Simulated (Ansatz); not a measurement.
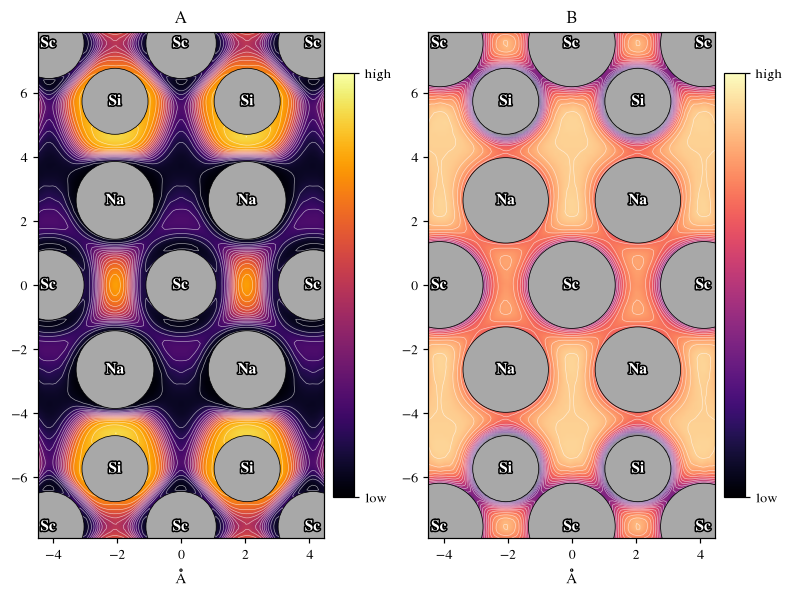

NaScSi: 2 fields on the (100) plane of the conventional cell, with unlabelled colour scales. Grey discs cover the atomic cores.

Space group I4/mmm; built by placing these elements on a known structure type; not relaxed (largest force 0.5 eV/Å); computed pressure about 6 GPa in this cell.

Method: Ansatz 0.2.0, DFT, PAW plane waves, PBE.

> The panels show electron localisation function and electrostatic potential energy of an electron in some order. Assign them.

Panel A: electron localisation function. Panel B: electrostatic potential energy of an electron (low next to the atoms, rising into the space between them). From the grid: Sc–Si (2.74 Å): the ELF peaks at about 0.80 in the valence shell of Si, 1.0 Å from its nucleus, and is about 0.45 at the midpoint. Na–Si (3.09 Å): the ELF peaks at about 0.90 in the valence shell of Si, 1.1 Å from its nucleus, and is about 0.70 at the midpoint.
